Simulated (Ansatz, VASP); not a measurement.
## Cross-check of KTaO3 between VASP and Ansatz

One calculation is typed for both programs; each brings its own data sets. How far apart do they land? The cell is taken from a series of VASP runs on this material, whose earlier steps may have relaxed, scaled or displaced it; both programs get it as it stands. Valence electrons are named where the data sets of a main pair hold unlike numbers.

Calculated with Ansatz 0.2.0; plane waves, with VASP 6.6.1 beside it; band structure at PBE, band structure at r2SCAN, spin-orbit coupling and dielectric response at LDA.

### 1. Starting point

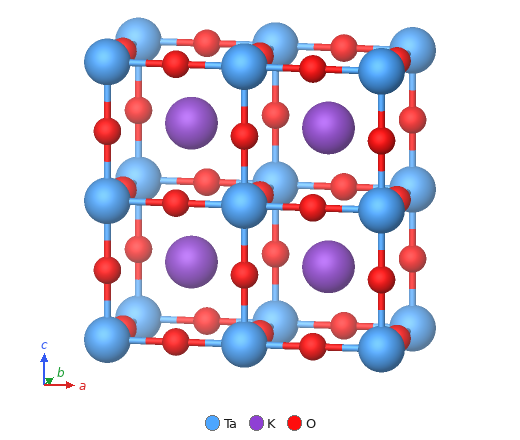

The cell as given, slightly off an axis (tantalum blue, potassium purple, oxygen red). 2×1×2 cells are drawn. Some periodic images of atoms are drawn too.

### 2. Ansatz: band structure, PBE

Ansatz runs on its default PAW (the set named soft_2) files.

Levels along a path test the potential and the projectors away from the mesh points.

Input file input.yaml:

```yaml
crystal:
  lattice:
    - [3.9883, 0.0, 0.0]
    - [0.0, 3.9883, 0.0]
    - [0.0, 0.0, 3.9883]
  atoms:
    - { symbol: Ta, position: [0.0, 0.0, 0.0] }
    - { symbol: K, position: [0.5, 0.5, 0.5] }
    - { symbol: O, position: [0.0, 0.0, 0.5] }
    - { symbol: O, position: [0.0, 0.5, 0.0] }
    - { symbol: O, position: [0.5, 0.0, 0.0] }
hamiltonian:
  xc: pbe
  pseudopotentials: { kind: paw }
kpoints:
  mp_grid: { grid: [6, 6, 6] }
  band_path:
    path:
      - [0.0, 0.0, 0.0]
      - [0.0, 0.07143, 0.0]
      - [0.0, 0.21429, 0.0]
      - [0.0, 0.28571, 0.0]
      - [0.0, 0.42857, 0.0]
      - [0.0, 0.5, 0.0]
      - [0.07143, 0.5, 0.0]
      - [0.21429, 0.5, 0.0]
      - [0.28571, 0.5, 0.0]
      - [0.42857, 0.5, 0.0]
      - [0.5, 0.5, 0.0]
      - [0.42857, 0.42857, 0.0]
      - [0.28571, 0.28571, 0.0]
      - [0.14286, 0.14286, 0.0]
      - [0.07143, 0.07143, 0.0]
      - [0.0, 0.0, 0.0]
      - [0.07143, 0.07143, 0.07143]
      - [0.21429, 0.21429, 0.21429]
      - [0.35714, 0.35714, 0.35714]
      - [0.42857, 0.42857, 0.42857]
      - [0.5, 0.5, 0.5]
      - [0.35714, 0.5, 0.35714]
      - [0.28571, 0.5, 0.28571]
      - [0.14286, 0.5, 0.14286]
      - [0.07143, 0.5, 0.07143]
      - [0.5, 0.5, 0.0]
      - [0.5, 0.5, 0.14286]
      - [0.5, 0.5, 0.21429]
      - [0.5, 0.5, 0.35714]
      - [0.5, 0.5, 0.5]
    npoints: 1
scf:
  occupations: { method: gaussian, width: 0.03 }
  n_extra_bands: 8
output:
  forces: true
  stress: true
  eigenvalues: true
```

Run with:

```sh
ansatz run input.yaml --threads 2 --pin off --max-ram 4608MiB --backend cpu --events-out ev --progress --plain --runs-dir out
```

Numbers of over 12 decimals in the logs are rounded to 6 here.

The log of the run:

```text
scf.n_extra_bands = 8 over 20 filled bands (N_el = 40.0): the run solves 28 bands
Engine: ansatz 0.2.0, x86_64-unknown-linux-gnu
Pseudopotentials: kind: paw
Pseudopotential: Ta, paw, valence charge 13, recommended cutoff 420 eV (normal), Ta.paw.azcp
Pseudopotential: K, paw, valence charge 9, recommended cutoff 420 eV (normal), K.paw.azcp
Pseudopotential: O, paw, valence charge 6, recommended cutoff 420 eV (normal), O.paw.azcp
Functional definition: PBE
  parameter kappa = 0.804
  parameter beta = 0.066725
  exchange = pbe_x(kappa = kappa, mu = beta*pi^2/3)
  correlation = pbe_c(beta = beta)
Crystal: 5 atoms, lattice volume = 63.440 Å³
Basis set: ecut = 420 eV, 1237 PW (Γ), exchange–correlation on 54×54×54 points (8 copies of the dense FFT grid, shifted against one another)
Bands: 28, of which v1, the nominal top of the filled ones, is band 20 counted from 1 (19 counted from 0)
Symmetry: 48 space group operations
Space group: Pm-3m (ITA 221), of the structure as read, at distance tolerance 4.0e-5 Å
k-points: 20 of 216
Non-local potential: Ta, projectors of the file, l = 0: 3, l = 1: 2, l = 2: 2, l = 3: 1
Non-local potential: K, projectors of the file, l = 0: 3, l = 1: 2, l = 2: 2
Non-local potential: O, projectors of the file, l = 0: 2, l = 1: 2, l = 2: 1
PAW form: soft (Blöchl's): semilocal exchange-correlation on the pseudo side does not see the compensation charge
PAW one-centre angular grid: Ta, 590 points (default); XC on 64 Gauss nodes
PAW one-centre angular grid: K, 110 points (default); XC on 64 Gauss nodes
PAW one-centre angular grid: O, 110 points (default); XC on 64 Gauss nodes
Initial density: superposition of atomic densities (neutral atoms: chi_scale 0, normalization atom), corrected by the library's trained network
Initial wavefunctions: pseudopotential atomic-orbital guess
Functional: x = pbe(κ = 0.804, μ = 0.219515), c = pbe(β = 0.066725)
SCF iter   1: F=—  HF=-13178.200387 eV  |F-HF|=—  |Δ(HF+E_count)|=         —  Δρ=9.76e-4  dr2=1.84e-4  ethr=1.77e-3  ⟨swp⟩=6.2  Hψ=2736  notcnv=0  defer=2
preconditioner: auto → Resta (q_TF=auto, 2.526 Å⁻¹)  ε∞=4.0  [insulator: Δε(μ)=2.213 eV  Ē_g=14.659 eV  σ=0.030 eV  W_gap=1.00  n_scr=18 (ndim 8)  ℏωp=25.5 eV  f_vac=0.012  D(μ)=0.00/eV (n_scr^D=0)  ε∞_Penn≈4.0]
SCF iter   2: F=—  HF=-13178.200921 eV  |F-HF|=—  |Δ(HF+E_count)|=   5.34e-4  Δρ=4.91e-4  dr2=3.53e-5  ethr=4.59e-7  ⟨swp⟩=2.0  Hψ=1127  notcnv=0  defer=11
SCF iter   3: F=—  HF=-13178.199978 eV  |F-HF|=—  |Δ(HF+E_count)|=   9.43e-4  Δρ=2.44e-4  dr2=9.61e-6  ethr=8.81e-8  ⟨swp⟩=2.0  Hψ=818  notcnv=0  defer=11
SCF iter   4: F=—  HF=-13178.200022 eV  |F-HF|=—  |Δ(HF+E_count)|=   4.45e-5  Δρ=2.47e-5  dr2=3.04e-7  ethr=2.40e-8  ⟨swp⟩=2.0  Hψ=849  notcnv=0  defer=11
iter 5 did not close the SCF: its close was put off for the readings that it lacked (scf_convergence_deferred on its scf_iter line)
SCF iter   5: F=-13178.200023 eV  HF=-13178.200023 eV  |F-HF|=1.19e-8  |Δ(HF+E_count)|=   2.60e-7  Δρ=5.82e-6  dr2=2.17e-8  ethr=7.61e-10  ⟨swp⟩=2.6  Hψ=808  notcnv=0  defer=11
SCF iter   6: F=-13178.200023 eV  HF=-13178.200023 eV  |F-HF|=2.55e-11  |Δ(HF+E_count)|=   1.70e-8  Δρ=1.11e-6  dr2=8.25e-10  ethr=5.44e-11  ⟨swp⟩=5.4  Hψ=2256  notcnv=0
SCF 1 converged in 6 iterations: F = -13178.200023 eV  dr2 = 8.25e-10
  greatest PAW one-centre occupation: 0.999 electrons in one spin orbital (limit 2), on the Ta atom at site 0 (counted from 0), in its partial waves of l = 0
NSCF: frozen V_eff on 30 k-points
SCF converged after 6 iterations
Free energy (F): -13178.200023 eV
Harris-Foulkes:  -13178.200023 eV  (|F-HF|=2.55e-11)
Internal energy: -13178.200023 eV  (E = F + TS)
E sigma→0 (E₀):  -13178.200023 eV
Fermi energy:    9.900256 eV
--- Per-component energies (eV) ---
  E_band       = -251.878829
  E_kinetic    = 1146.680903
  E_local      = -2222.882228  (includes V_loc(G=0)·N_el)
  E_nonlocal   = 170.583190
  E_hartree    = 778.071238
  E_xc         = -576.217184
  E_vxc        = -653.017997  (∫ρ·V_xc dr)
  E_paw        = -9653.105987  (= ΣΔE_a)
  E_vpaw       = -249.392950  (= ΣTr[D̂ρ^β])
  E_aug_tail   = 0.007427  (compensation charges beyond the density's cutoff)
  E_ewald      = -2821.337382
  E_smearing   = -0.000000  (= −TS)
  E_closure    = 0.000000  (closes the sum)
  Σ components = -13178.200023   (vs F -13178.200023, Δ=0.00e0)
--- Forces (eV/Å), atoms counted from 1 ---
  atom   1  Ta    -0.00000000     0.00000000     0.00000000
  atom   2  K      0.00000000     0.00000000     0.00000000
  atom   3  O      0.00000000    -0.00000000     0.00000000
  atom   4  O      0.00000000     0.00000000    -0.00000000
  atom   5  O      0.00000000    -0.00000000    -0.00000000
  max |Σ_I F_I| component: 3.98e-29 eV/Å
--- Stress (GPa, compression-positive) ---
        5.406997       0.000000       0.000000
        0.000000       5.406997      -0.000000
        0.000000      -0.000000       5.406997
  P = ⅓ Tr σ = 5.4070 GPa (54.070 kbar)
--- Band table (eV; the first three rows and the last of 20) ---
  k-point 0: bands = [... 16 lower, 7.7385, 8.1786, 8.1786, 8.1786, 11.0111, 11.0111, 11.0111, 15.4256, ... 4 higher]
  k-point 1: bands = [... 16 lower, 7.5084, 7.6175, 8.0666, 8.0666, 11.0492, 11.8004, 11.8004, 15.6211, ... 4 higher]
  k-point 2: bands = [... 16 lower, 6.8754, 7.3920, 7.9846, 7.9846, 11.1282, 13.1644, 13.1644, 15.6399, ... 4 higher]
  k-point 19: bands = [... 16 lower, 4.8997, 8.7894, 8.7894, 8.7894, 15.3003, 15.3003, 15.3003, 17.7023, ... 4 higher]
```

It took 1.3 s on 2 threads of Intel Xeon 6975P-C (Granite Rapids), shared host; peak memory 0.4 GiB; 2.2 s of CPU time.

### 3. VASP: band structure, PBE

The same cell, functional, mesh and smearing now go to VASP, with its own data sets.

Lines of VASP's logs that name or quote its potential files are left out, and so is its time.

Input file INCAR:

```
SYSTEM = KTaO3
PREC = Accurate
ENCUT = 460
EDIFF = 1E-06
NELM = 100
ISMEAR = 0
SIGMA = 0.03
LREAL = .FALSE.
ALGO = Normal
GGA = PE
NBANDS = 34
LORBIT = 11
LWAVE = .FALSE.
LCHARG = .FALSE.
KPAR = 4
```

Input file POSCAR:

```
KTaO3
1.0
    3.9883000000      0.0000000000      0.0000000000
    0.0000000000      3.9883000000      0.0000000000
    0.0000000000      0.0000000000      3.9883000000
Ta K O
1 1 3
Direct
    0.0000000000      0.0000000000      0.0000000000
    0.5000000000      0.5000000000      0.5000000000
    0.0000000000      0.0000000000      0.5000000000
    0.0000000000      0.5000000000      0.0000000000
    0.5000000000      0.0000000000      0.0000000000
```

Input file KPOINTS:

```
Automatic mesh
0
Gamma
6 6 6
0 0 0
```

Input file KPOINTS_OPT:

```
Line mode
8
Line-mode
Reciprocal
  0.00000000   0.00000000   0.00000000 GAMMA
  0.00000000   0.50000000   0.00000000 X

  0.00000000   0.50000000   0.00000000 X
  0.50000000   0.50000000   0.00000000 M

  0.50000000   0.50000000   0.00000000 M
  0.00000000   0.00000000   0.00000000 GAMMA

  0.00000000   0.00000000   0.00000000 GAMMA
  0.50000000   0.50000000   0.50000000 R

  0.50000000   0.50000000   0.50000000 R
  0.00000000   0.50000000   0.00000000 X

  0.50000000   0.50000000   0.00000000 M
  0.50000000   0.50000000   0.50000000 R
```

Potentials, in the order of the species: Ta_pv, K_sv and O (PBE family, release 64).

Run with:

```sh
mpirun -np 4 vasp_std
```

The log of the run:

```text
[banner, memory and clock lines left out]
running    4 mpi-ranks, on    1 nodes
 distrk:  each k-point on    1 cores,    4 groups
 distr:  one band on    1 cores,    1 groups

 POSCAR found type information on POSCAR TaK O
 POSCAR found :  3 types and       5 ions
 LDA part: xc-table for (Slater+PW92), standard interpolation
 POSCAR, INCAR and KPOINTS ok, starting setup
 FFT: planning ... GRIDC
 FFT: planning ... GRID_SOFT
 FFT: planning ... GRID
 WAVECAR not read
 entering main loop
       N       E                     dE             d eps       ncg     rms          rms(c)
DAV:   1     0.293235210419E+03    0.29324E+03   -0.18546E+04  1360   0.102E+03
DAV:   2    -0.324241537457E+02   -0.32566E+03   -0.31107E+03  1592   0.330E+02
DAV:   3    -0.491296574005E+02   -0.16706E+02   -0.16569E+02  1936   0.719E+01
DAV:   4    -0.495849752533E+02   -0.45532E+00   -0.45454E+00  1872   0.750E+00
DAV:   5    -0.495888661759E+02   -0.38909E-02   -0.38907E-02  1688   0.699E-01    0.341E+01
DAV:   6    -0.412888448554E+02    0.83000E+01   -0.19690E+01  1488   0.313E+01    0.127E+01
DAV:   7    -0.411043214347E+02    0.18452E+00   -0.12483E+00  1666   0.680E+00    0.959E+00
DAV:   8    -0.410642685393E+02    0.40053E-01   -0.40283E-01  1624   0.435E+00    0.316E+00
DAV:   9    -0.410395754071E+02    0.24693E-01   -0.43239E-02  1596   0.145E+00    0.403E-01
DAV:  10    -0.410396551202E+02   -0.79713E-04   -0.10064E-02  1718   0.556E-01    0.188E-01
DAV:  11    -0.410394255391E+02    0.22958E-03   -0.81501E-04  1688   0.160E-01    0.869E-02
DAV:  12    -0.410394437190E+02   -0.18180E-04   -0.50359E-05  1556   0.533E-02    0.492E-02
DAV:  13    -0.410394387358E+02    0.49832E-05   -0.36866E-05  1672   0.358E-02    0.591E-03
DAV:  14    -0.410394390704E+02   -0.33461E-06   -0.94228E-07  1472   0.593E-03
   1 F= -.41039439E+02 E0= -.41039439E+02  d E =-.823781E-41
 Start KPOINTS_OPT (optional k-point list driver)
k-point batch [1-20\48]
       N       E                     dE             ncg
DAV:   1    -0.130959790802E+04   -0.16782E+05     1360
DAV:   2    -0.760005971983E+04   -0.62905E+04     1558
DAV:   3    -0.794335894739E+04   -0.34330E+03     1920
DAV:   4    -0.795385853572E+04   -0.10500E+02     1926
DAV:   5    -0.795395459261E+04   -0.96057E-01     1808
DAV:   6    -0.795395603183E+04   -0.14392E-02     1784
DAV:   7    -0.795395603908E+04   -0.72452E-05     1674
DAV:   8    -0.795395603918E+04   -0.10265E-06     1158
[...]
k-point batch [41-48\48]
       N       E                     dE             ncg
DAV:   1     0.135491674279E+05   -0.11198E+05      544
DAV:   2     0.109948396242E+05   -0.25543E+04      620
DAV:   3     0.108611211331E+05   -0.13372E+03      832
DAV:   4     0.108579948045E+05   -0.31263E+01      712
DAV:   5     0.108579373410E+05   -0.57463E-01      702
DAV:   6     0.108579364528E+05   -0.88818E-03      710
DAV:   7     0.108579364463E+05   -0.64478E-05      696
DAV:   8     0.108579364462E+05   -0.87577E-07      476
```

Parts of OUTCAR (step 3):

```text
ion  position               nearest neighbor table
   1  0.000  0.000  0.000-   3 1.99   4 1.99   5 1.99   3 1.99   4 1.99   5 1.99   2 3.45   2 3.45
                             2 3.45   2 3.45   2 3.45   2 3.45   2 3.45   2 3.45
   2  0.500  0.500  0.500-   3 2.82   4 2.82   5 2.82   4 2.82   5 2.82   3 2.82   5 2.82   5 2.82
                             3 2.82   4 2.82   4 2.82   3 2.82   1 3.45   1 3.45   1 3.45   1 3.45
   3  0.000  0.000  0.500-   1 1.99   1 1.99   2 2.82   2 2.82   2 2.82   2 2.82
   4  0.000  0.500  0.000-   1 1.99   1 1.99   2 2.82   2 2.82   2 2.82   2 2.82
   5  0.500  0.000  0.000-   1 1.99   1 1.99   2 2.82   2 2.82   2 2.82   2 2.82

  LATTYP: Found a simple cubic cell.
 ALAT       =     3.9883000000

 Subroutine GETGRP returns: Found 48 space group operations
 (whereof 48 operations were pure point group operations)

The static configuration has the point symmetry O_h .

 Found     20 irreducible k-points:

   k-points           NKPTS =     20   k-points in BZ     NKDIM =     20   number of bands    NBANDS=     34

   dimension x,y,z NGX =    28 NGY =   28 NGZ =   28
   dimension x,y,z NGXF=    56 NGYF=   56 NGZF=   56

   ENCUT  =  460.0 eV  33.81 Ry    5.81 a.u.   6.97  6.97  6.97*2*pi/ulx,y,z

   NELECT =      38.0000    total number of electrons

 k-points in reciprocal lattice and weights: Automatic mesh
   0.00000000  0.00000000  0.00000000       0.005
   0.16666667  0.00000000  0.00000000       0.028
   0.33333333  0.00000000  0.00000000       0.028
   0.50000000  0.00000000  0.00000000       0.014
   0.16666667  0.16666667  0.00000000       0.056
   0.33333333  0.16666667  0.00000000       0.111
   0.50000000  0.16666667  0.00000000       0.056
   0.33333333  0.33333333  0.00000000       0.056
   0.50000000  0.33333333  0.00000000       0.056
[...]
0.50000000  0.50000000  0.33333333       0.028
   0.50000000  0.50000000  0.50000000       0.005

 average (electrostatic) potential at core
       1 -40.7408       2 -32.6792       3 -71.8520       4 -71.8520       5 -71.8520

 E-fermi :   2.0809

 k-point     1 :       0.0000    0.0000    0.0000
  band No.  band energies     occupation
    ...
     15       0.7432      2.00000
     16       0.7432      2.00000
     17       1.1791      2.00000
     18       1.1791      2.00000
     19       1.1791      2.00000
     20       3.9755      0.00000
     21       3.9755      0.00000
     22       3.9755      0.00000
     23       8.4279      0.00000
     24       8.5674      0.00000
    ...

 k-point     2 :       0.1667    0.0000    0.0000
  band No.  band energies     occupation
    ...
     15       0.3451      2.00000
     16       0.5079      2.00000
     17       0.6212      2.00000
     18       1.0665      2.00000
     19       1.0665      2.00000
     20       4.0137      0.00000
     21       4.7711      0.00000
     22       4.7711      0.00000
     23       8.5799      0.00000
     24       8.8416      0.00000
    ...

 k-point     3 :       0.3333    0.0000    0.0000
  band No.  band energies     occupation
    ...
     15      -0.2725      2.00000
     16      -0.1264      2.00000
     17       0.3948      2.00000
     18       0.9839      2.00000
     19       0.9839      2.00000
     20       4.0926      0.00000
     21       6.1401      0.00000
     22       6.1401      0.00000
     23       8.5979      0.00000
     24       9.7190      0.00000
    ...

  Total        2.1389646      2.1389646      2.1389646      0.0000000     -0.0000000      0.0000000
  in kB       54.0195202     54.0195202     54.0195202      0.0000000     -0.0000000      0.0000000
  external PRESSURE =      54.0195202 kB  Pullay stress =       0.0000000 kB

  energy-cutoff  :      460.00
  volume of cell :       63.44
      direct lattice vectors                 reciprocal lattice vectors
     3.988300000  0.000000000  0.000000000     0.250733395  0.000000000  0.000000000
     0.000000000  3.988300000  0.000000000     0.000000000  0.250733395  0.000000000
     0.000000000  0.000000000  3.988300000     0.000000000  0.000000000  0.250733395

 POSITION                                       TOTAL-FORCE (eV/Angst)
 -----------------------------------------------------------------------------------
      0.00000      0.00000      0.00000         0.000000      0.000000      0.000000
      1.99415      1.99415      1.99415         0.000000      0.000000      0.000000
      0.00000      0.00000      1.99415         0.000000      0.000000      0.000000
      0.00000      1.99415      0.00000         0.000000      0.000000      0.000000
      1.99415      0.00000      0.00000         0.000000      0.000000      0.000000
 -----------------------------------------------------------------------------------
    total drift:                               -0.000000      0.000000     -0.000000

  FREE ENERGIE OF THE ION-ELECTRON SYSTEM (eV)
  ---------------------------------------------------
  free  energy   TOTEN  =       -41.0394390704 eV

  energy  without entropy=      -41.0394390704  energy(sigma->0) =      -41.03943907

 total charge
# of ion       s       p       d       tot
------------------------------------------
    1        0.348   6.357   2.058   8.763
    2        1.962   5.605   0.049   7.616
    3        1.571   3.525   0.000   5.095
    4        1.571   3.525   0.000   5.095
    5        1.571   3.525   0.000   5.095
--------------------------------------------------
tot          7.022  22.536   2.106  31.664

[... 3 further parts left out ...]
```

The run ends at a pressure of 5.40 GPa.

### 4. Differences

Known differences besides the potentials themselves: the data sets hold 40 valence electrons in Ansatz (on its default PAW (the set named soft_2) files) and 38 in VASP; the cutoff is 420 eV in Ansatz and 460 eV in VASP; VASP leaves aspherical gradient terms in its spheres out (LASPH is not set), Ansatz keeps them. Total energies have different zeros and are not compared.

Compared:

```
                                        quantity  Ansatz   VASP  difference
                                  pressure (GPa)    5.41   5.40       +0.01
pressure without Ansatz's Pulay correction (GPa)    4.85   5.40       -0.55
                   gap over the path points (eV)   2.222  2.174      +0.048
```

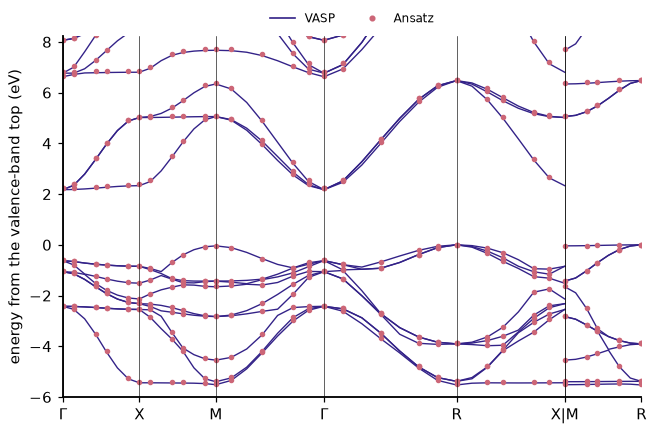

Bands from VASP (lines) and levels from Ansatz (dots). Dots without a line are higher empty bands that the VASP plot leaves out.

Levels at points of the path, from each program's valence-band top (eV; 4 filled, then empty):

```csv
k (reciprocal lattice),Ansatz,VASP
0.000 0.000 0.000,-1.05 -0.61 -0.61 -0.61 2.22 2.22 2.22,-1.06 -0.62 -0.62 -0.62 2.17 2.17 2.17
0.000 0.071 0.000,-1.07 -0.78 -0.65 -0.65 2.23 2.39 2.39,-1.08 -0.79 -0.66 -0.66 2.18 2.35 2.35
0.000 0.214 0.000,-1.51 -1.24 -0.75 -0.75 2.28 3.40 3.40,-1.52 -1.25 -0.77 -0.77 2.23 3.36 3.36
0.000 0.286 0.000,-1.78 -1.34 -0.79 -0.79 2.32 4.00 4.00,-1.79 -1.35 -0.80 -0.80 2.27 3.97 3.97
0.000 0.429 0.000,-2.08 -1.48 -0.83 -0.83 2.37 4.92 4.92,-2.10 -1.49 -0.84 -0.84 2.32 4.88 4.88
0.000 0.500 0.000,-2.12 -1.50 -0.83 -0.83 2.38 5.05 5.05,-2.13 -1.51 -0.85 -0.85 2.33 5.02 5.02
0.071 0.500 0.000,-1.92 -1.38 -0.96 -0.92 2.54 5.05 5.09,-1.94 -1.39 -0.98 -0.93 2.49 5.02 5.06
0.214 0.500 0.000,-1.66 -1.34 -1.32 -0.69 3.51 5.07 5.43,-1.67 -1.35 -1.34 -0.69 3.47 5.03 5.39
0.286 0.500 0.000,-1.57 -1.47 -1.40 -0.39 4.09 5.08 5.72,-1.58 -1.49 -1.41 -0.40 4.05 5.04 5.68
0.429 0.500 0.000,-1.61 -1.44 -1.42 -0.08 4.96 5.09 6.28,-1.64 -1.45 -1.43 -0.08 4.93 5.05 6.24
```

Among the levels compared at these points, filled levels agree within 27 meV and empty ones within 48 meV. Ansatz's pressure holds a Pulay correction of 0.56 GPa; VASP's holds none.

(Part 1 of 2 ends here.)

[Lines on the potential files, build, host, timing and source positions are cut from VASP's logs without a mark.]

[Logs are printed without paths, hosts, clocks, repeated set-up lines and the standing remarks that a program may print on its own settings, such as how far it seeks lower states.]

[Hosts, paths, dates, database ids (printed as entryN), source tags and the programs' standing remarks are cut or masked in the printed files.]
